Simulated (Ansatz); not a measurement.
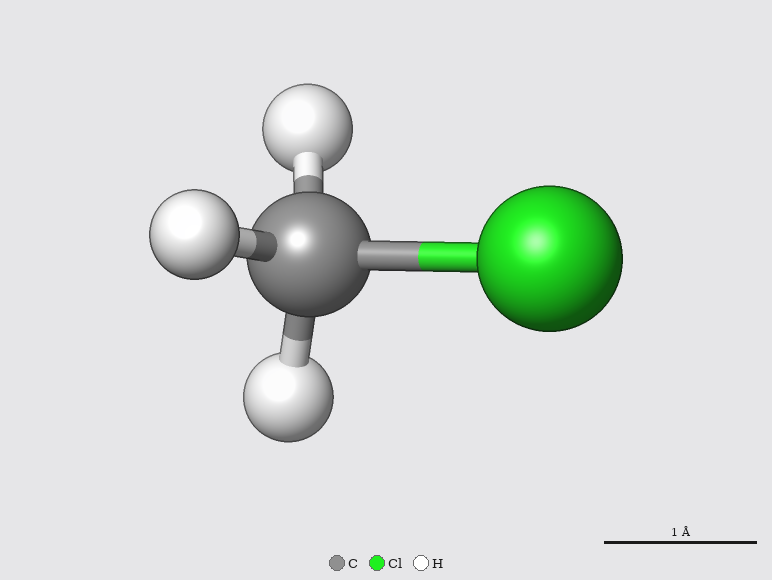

The picture shows the input geometry.

Input file:

```yaml
crystal:
  periodic: [false, false, false]
  atoms:
    - {symbol: C, position_ang: [-0.014076, 0.074543, 1.010466]}
    - {symbol: Cl, position_ang: [0.815360, -1.218752, 0.113058]}
    - {symbol: H, position_ang: [-0.842693, -0.368571, 1.556516]}
    - {symbol: H, position_ang: [-0.375903, 0.809494, 0.295078]}
    - {symbol: H, position_ang: [0.700955, 0.524096, 1.694382]}
basis:
  gaussian: {orbitals: def2-TZVP}
hamiltonian: {xc: pbe0, dispersion: d4}
relax: {f_tol: 0.005, max_steps: 200}
```

What the program printed:

```
Functional definition: PBE0
  name "PBE0"
  cite "Adamo & Barone, J. Chem. Phys. 110, 6158 (1999) doi:10.1063/1.478522"
  cite "Perdew, Burke & Ernzerhof, Phys. Rev. Lett. 77, 3865 (1996) doi:10.1103/PhysRevLett.77.3865"
  parent pbe
  parameter a = 0.25
  parameter kappa = 0.804
  parameter beta = 0.06672455060314922
  exchange = (1 - a)*pbe_x(kappa = kappa, mu = beta*pi^2/3) + a*exact_x
  correlation = pbe_c(beta = beta)
580 factors; their error is unknown
mean field evaluation 1: about -13601.1060 eV, gradient 3.5e1 eV
mean field evaluation 2: about -13599.9201 eV, gradient 4.0e1 eV
mean field evaluation 4: about -13603.8917 eV, gradient 7.8e-1 eV
mean field evaluation 8: about -13603.9239 eV, gradient 2.4e-1 eV
mean field -13603.92393157 eV, -499.9349834144 hartree, gradient 5.8e-5 eV, S^2 0.000000; 0 other end points of the search recorded, 0 dependent functions left out
the calculation of the forces begins
reference -13603.92395259 eV, -499.9349841868 hartree; 13, 13 occupied and 73, 73 virtual orbitals, 580 factors
relax step   1: F+E_penalty+E_count = -13603.96496341 eV  Δ(F+E_penalty+E_count) = +0.000e0 eV  max|allowed force component| = 1.261e-1 eV/Å  Δτ_max = 0.0000 Å  (23 SCF iters, accepted)
these checks for a lower state are left out or cut short: starts, cluster_reference, orbital_swaps, neighbouring_geometries, increment
580 factors; their error is unknown
mean field evaluation 16: about -13603.8932 eV, gradient 3.0e-1 eV
mean field -13603.92440340 eV, -499.9350007540 hartree, gradient 1.1e-5 eV, S^2 0.000000; 0 other end points of the search recorded, 0 dependent functions left out
the calculation of the forces begins
reference -13603.92442442 eV, -499.9350015264 hartree; 13, 13 occupied and 73, 73 virtual orbitals, 580 factors
relax step   2: F+E_penalty+E_count = -13603.96544028 eV  Δ(F+E_penalty+E_count) = -4.769e-4 eV  max|allowed force component| = 7.807e-2 eV/Å  Δτ_max = 0.0030 Å  (29 SCF iters, accepted)
these checks for a lower state are left out or cut short: starts, cluster_reference, orbital_swaps, neighbouring_geometries, increment
580 factors; their error is unknown
mean field -13603.92441928 eV, -499.9350013372 hartree, gradient 1.1e-5 eV, S^2 0.000000; 0 other end points of the search recorded, 0 dependent functions left out
the calculation of the forces begins
reference -13603.92444030 eV, -499.9350021100 hartree; 13, 13 occupied and 73, 73 virtual orbitals, 580 factors
relax step   3: F+E_penalty+E_count = -13603.96547463 eV  Δ(F+E_penalty+E_count) = -3.436e-5 eV  max|allowed force component| = 6.850e-2 eV/Å  Δτ_max = 0.0050 Å  (28 SCF iters, accepted)
these checks for a lower state are left out or cut short: starts, cluster_reference, orbital_swaps, neighbouring_geometries, increment
580 factors; their error is unknown
mean field evaluation 32: about -13603.9244 eV, gradient 2.5e-1 eV
mean field -13603.92451702 eV, -499.9350049293 hartree, gradient 1.1e-5 eV, S^2 0.000000; 0 other end points of the search recorded, 0 dependent functions left out
the calculation of the forces begins
reference -13603.92453804 eV, -499.9350057018 hartree; 13, 13 occupied and 73, 73 virtual orbitals, 580 factors
relax step   4: F+E_penalty+E_count = -13603.96555721 eV  Δ(F+E_penalty+E_count) = -8.257e-5 eV  max|allowed force component| = 4.964e-2 eV/Å  Δτ_max = 0.0055 Å  (29 SCF iters, accepted)
these checks for a lower state are left out or cut short: starts, cluster_reference, orbital_swaps, neighbouring_geometries, increment
580 factors; their error is unknown
mean field -13603.92462151 eV, -499.9350087693 hartree, gradient 1.1e-5 eV, S^2 0.000000; 0 other end points of the search recorded, 0 dependent functions left out
the calculation of the forces begins
reference -13603.92464254 eV, -499.9350095420 hartree; 13, 13 occupied and 73, 73 virtual orbitals, 580 factors
relax step   5: F+E_penalty+E_count = -13603.96566891 eV  Δ(F+E_penalty+E_count) = -1.117e-4 eV  max|allowed force component| = 7.084e-4 eV/Å  Δτ_max = 0.0021 Å  (29 SCF iters, accepted)
580 factors; their error is unknown
mean field evaluation 64: about -13603.9246 eV, gradient 5.9e-5 eV
mean field -13603.92462151 eV, -499.9350087693 hartree, gradient 1.1e-5 eV, S^2 0.000000; 1 other end points of the search recorded, 0 dependent functions left out
the calculation of the forces begins
reference -13603.92464254 eV, -499.9350095420 hartree; 13, 13 occupied and 73, 73 virtual orbitals, 580 factors
Total energy: -13603.96568993 eV, -499.9365180059 hartree
Atom 0 at    -0.011277     0.070246     1.007616 Å, force    -0.000558     0.000708    -0.000447 eV/Å
Atom 1 at     0.814673    -1.218148     0.112390 Å, force     0.000030    -0.000101    -0.000275 eV/Å
Atom 2 at    -0.842129    -0.365830     1.557221 Å, force    -0.000343    -0.000463     0.000398 eV/Å
Atom 3 at    -0.375403     0.808872     0.297376 Å, force     0.000284    -0.000363    -0.000295 eV/Å
Atom 4 at     0.697780     0.525670     1.694897 Å, force     0.000588     0.000219     0.000618 eV/Å
Dipole moment:    -0.186053     0.290223     0.201660 e Å
```
